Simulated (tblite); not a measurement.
Geometry relaxation, with input and output: C$_{6}$H$_{10}$B (part 2 of 2)

C$_{6}$H$_{10}$B, multiplicity 2; GFN2-xTB geometry optimisation, gas phase (tblite 0.8.0). It belongs to a series of runs on one base structure; here: H removed from B.

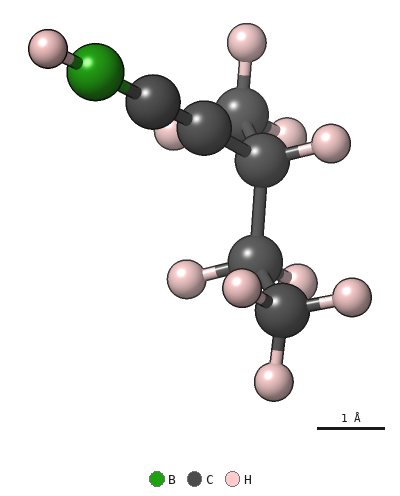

*The geometry at step 71 of the log (ball-and-stick view, seen at a tilt).*

## Trajectory as extended XYZ, continued
```
17
Properties=species:S:1:pos:R:3:forces:R:3 step=57 energy=-518.00801
B     3.4606   -0.9225   -0.5065    0.0040   0.0030   0.0110
C     2.1199   -0.7807   -0.1197   -0.0050   0.0080   0.0020
C     0.9349   -0.6633    0.2356    0.0030  -0.0020  -0.0040
C    -0.4429   -0.4625    0.6157   -0.0130   0.0090  -0.0020
C    -1.3043   -1.6623    0.1960   -0.0120  -0.0030  -0.0040
C    -0.9943    0.8435    0.0077    0.0140   0.0130  -0.0010
C    -0.2296    2.0633    0.5061    0.0010   0.0030   0.0000
H     4.5609   -0.9826   -0.8166   -0.0150  -0.0130  -0.0050
H    -0.4808   -0.3740    1.7111    0.0090   0.0050   0.0060
H    -2.3344   -1.5131    0.5126   -0.0120  -0.0020   0.0050
H    -0.9308   -2.5788    0.6474    0.0130   0.0010  -0.0090
H    -1.2872   -1.7769   -0.8857    0.0050  -0.0090  -0.0080
H    -0.9195    0.7875   -1.0809   -0.0010  -0.0160   0.0040
H    -2.0519    0.9361    0.2692    0.0250  -0.0040  -0.0050
H     0.8325    1.9479    0.2980   -0.0060   0.0110   0.0040
H    -0.3583    2.1839    1.5804    0.0070   0.0050  -0.0070
H    -0.5818    2.9667    0.0129   -0.0170  -0.0090   0.0120
17
Properties=species:S:1:pos:R:3:forces:R:3 step=64 energy=-518.00902
B     3.4648   -0.9429   -0.4962    0.0100   0.0010  -0.0120
C     2.1259   -0.7824   -0.1123   -0.0020  -0.0040   0.0060
C     0.9419   -0.6496    0.2399   -0.0020   0.0090   0.0010
C    -0.4367   -0.4547    0.6190   -0.0110  -0.0270  -0.0040
C    -1.2905   -1.6570    0.1890   -0.0070  -0.0150  -0.0030
C    -0.9988    0.8458    0.0125    0.0000  -0.0090   0.0110
C    -0.2438    2.0728    0.5050    0.0040   0.0090  -0.0040
H     4.5579   -1.0422   -0.8208   -0.0060  -0.0050   0.0050
H    -0.4749   -0.3687    1.7150   -0.0050  -0.0090  -0.0080
H    -2.3213   -1.5192    0.5098    0.0030  -0.0100   0.0020
H    -0.9080   -2.5772    0.6250    0.0070   0.0080   0.0130
H    -1.2745   -1.7594   -0.8944   -0.0010   0.0040   0.0030
H    -0.9342    0.7829   -1.0765    0.0150   0.0190   0.0130
H    -2.0540    0.9296    0.2830   -0.0100   0.0040  -0.0080
H     0.8168    1.9730    0.2845    0.0090   0.0150  -0.0100
H    -0.3598    2.1904    1.5810   -0.0020  -0.0080   0.0000
H    -0.6179    2.9709    0.0198   -0.0030   0.0190  -0.0030
17
Properties=species:S:1:pos:R:3:forces:R:3 step=71 energy=-518.00959
B     3.4649   -0.9527   -0.4945    0.0050   0.0000  -0.0050
C     2.1283   -0.7847   -0.1056   -0.0010  -0.0050  -0.0070
C     0.9444   -0.6414    0.2426   -0.0020  -0.0010   0.0020
C    -0.4356   -0.4528    0.6199    0.0000  -0.0100   0.0020
C    -1.2843   -1.6579    0.1854    0.0060   0.0030   0.0020
C    -0.9995    0.8482    0.0161   -0.0010  -0.0080  -0.0060
C    -0.2505    2.0807    0.5043   -0.0010   0.0020   0.0070
H     4.5544   -1.0753   -0.8221    0.0010  -0.0020   0.0040
H    -0.4751   -0.3729    1.7161   -0.0090   0.0070   0.0000
H    -2.3155   -1.5293    0.5097    0.0140  -0.0040  -0.0010
H    -0.8929   -2.5763    0.6181   -0.0030   0.0080  -0.0070
H    -1.2696   -1.7529   -0.8987   -0.0030  -0.0110   0.0120
H    -0.9323    0.7878   -1.0723    0.0000   0.0010  -0.0140
H    -2.0554    0.9275    0.2851   -0.0070   0.0100  -0.0070
H     0.8090    1.9957    0.2722    0.0020  -0.0040  -0.0020
H    -0.3582    2.1917    1.5813    0.0080   0.0070   0.0170
H    -0.6391    2.9767    0.0259   -0.0070   0.0070   0.0030
17
Properties=species:S:1:pos:R:3:forces:R:3 step=78 energy=-518.00985
B     3.4646   -0.9561   -0.4960   -0.0170  -0.0020   0.0040
C     2.1278   -0.7890   -0.1058    0.0050   0.0030  -0.0050
C     0.9454   -0.6395    0.2452   -0.0050   0.0030  -0.0010
C    -0.4358   -0.4516    0.6199    0.0090   0.0100   0.0000
C    -1.2806   -1.6590    0.1852    0.0030   0.0050  -0.0010
C    -0.9994    0.8497    0.0150    0.0010   0.0020  -0.0020
C    -0.2537    2.0842    0.5059    0.0010  -0.0040   0.0020
H     4.5535   -1.0883   -0.8216    0.0040  -0.0010   0.0010
H    -0.4801   -0.3704    1.7159    0.0020   0.0030   0.0000
H    -2.3112   -1.5346    0.5110   -0.0050  -0.0020   0.0060
H    -0.8853   -2.5763    0.6158    0.0020   0.0000   0.0060
H    -1.2681   -1.7549   -0.8984    0.0030  -0.0010  -0.0080
H    -0.9283    0.7912   -1.0737   -0.0010  -0.0010  -0.0020
H    -2.0566    0.9295    0.2800   -0.0010  -0.0030  -0.0030
H     0.8047    2.0049    0.2662   -0.0020   0.0020  -0.0040
H    -0.3528    2.1919    1.5846   -0.0040  -0.0100   0.0010
H    -0.6510    2.9804    0.0342    0.0050  -0.0050   0.0050
17
Properties=species:S:1:pos:R:3:forces:R:3 step=85 energy=-518.01001
B     3.4622   -0.9634   -0.4968    0.0030  -0.0010  -0.0030
C     2.1255   -0.7903   -0.1097    0.0010   0.0030   0.0060
C     0.9448   -0.6352    0.2445    0.0030  -0.0030  -0.0010
C    -0.4362   -0.4484    0.6193    0.0010   0.0050  -0.0020
C    -1.2776   -1.6586    0.1861    0.0000  -0.0010   0.0020
C    -0.9997    0.8512    0.0118   -0.0020   0.0040  -0.0020
C    -0.2554    2.0844    0.5075   -0.0030   0.0010  -0.0010
H     4.5524   -1.0950   -0.8190   -0.0030  -0.0010   0.0010
H    -0.4823   -0.3640    1.7149    0.0070  -0.0040  -0.0010
H    -2.3084   -1.5386    0.5132   -0.0030   0.0050  -0.0020
H    -0.8787   -2.5736    0.6183    0.0030  -0.0040   0.0020
H    -1.2646   -1.7558   -0.8975   -0.0020  -0.0010   0.0010
H    -0.9254    0.7932   -1.0766   -0.0010   0.0010  -0.0020
H    -2.0576    0.9298    0.2740   -0.0010   0.0010  -0.0040
H     0.8022    2.0109    0.2620   -0.0050  -0.0030   0.0050
H    -0.3513    2.1826    1.5874    0.0030   0.0000  -0.0030
H    -0.6571    2.9828    0.0441   -0.0010   0.0020   0.0040
```

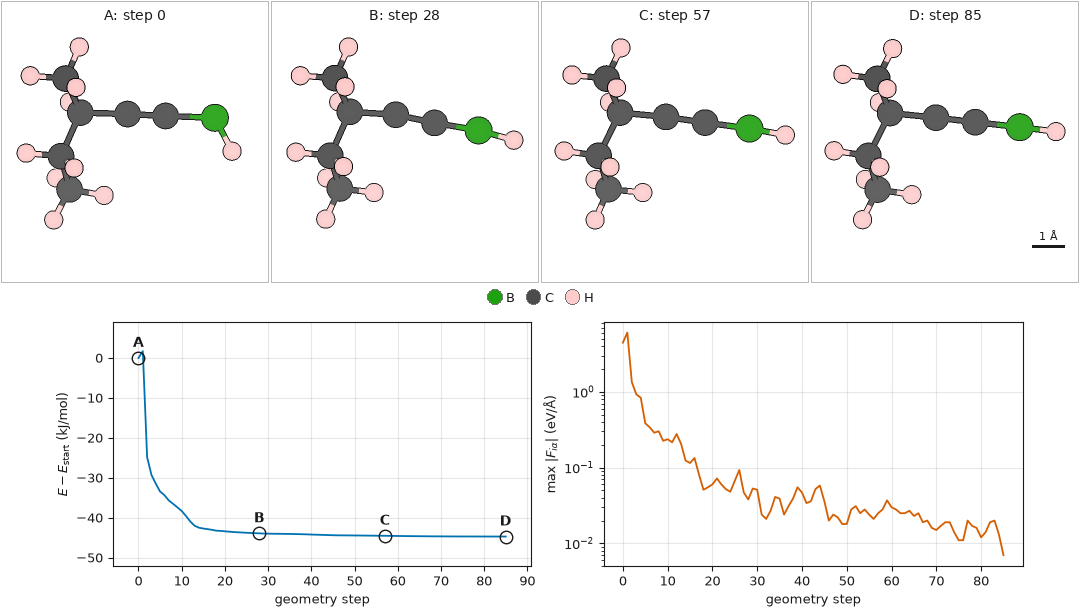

*Frames of the relaxation (ball-and-stick view, seen at a tilt) above the curves, on which the letters mark them (steps are counted from 0).*

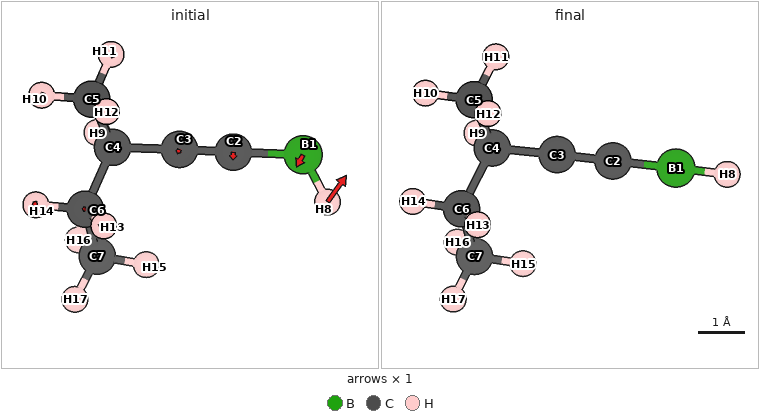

*Before (left) and after (right) the relaxation, at one scale (ball-and-stick view, seen at a tilt). The red arrows give the displacements, at true length.*

The atom that moves furthest after the best rigid fit is H8 (0.76 Å). By element the largest moves are H 0.76 Å, B 0.34 Å, C 0.20 Å. Distances before and after: B1–C2 1.545 → 1.402 Å, C2–C3 1.194 → 1.242 Å, B1–H8 1.183 → 1.144 Å, C3–C4 1.482 → 1.443 Å. Among the angles that change: C2–B1–H8 119.3° → 179.4°. After 85 geometry steps the energy has fallen by 44.7 kJ/mol. Largest force component: 4.5 eV/Å at the start, 0.007 eV/Å at the end. (Atoms are counted from 1 in the order of the input.)

The run was set up as follows.

## The input
```
{"job": {"kind": "relax", "xc": "GFN2-xTB", "basis": "xTB"}, "charge": 0, "multiplicity": 2}
B      3.562200    -1.288700    -0.457500
C      2.096400    -0.987300    -0.073200
C      0.968600    -0.762600     0.248300
C     -0.436100    -0.464600     0.613400
C     -1.326500    -1.649600     0.218300
C     -0.928200     0.833000    -0.037600
C     -0.192400     2.067500     0.501300
H      4.246400    -0.412600    -0.863600
H     -0.481200    -0.372300     1.729100
H     -2.377200    -1.466000     0.536300
H     -0.978200    -2.585400     0.696400
H     -1.311600    -1.791500    -0.890200
H     -0.793500     0.783600    -1.128200
H     -2.004700     0.963700     0.165200
H      0.886500     2.023300     0.266100
H     -0.324400     2.138800     1.618200
H     -0.613000     2.982800     0.041100
```

The first line tells a small driver script what to run in tblite; the rest is the geometry in Å.

Launch command:
```bash
OMP_NUM_THREADS=1 python <driver script> task.json out
```

## Results in brief

| quantity | value |
| --- | --- |
| outcome | converged |
| total energy | −518.0100 eV |
| hardware | 1 CPU thread, shared host |
| peak memory | 0.18 GiB |
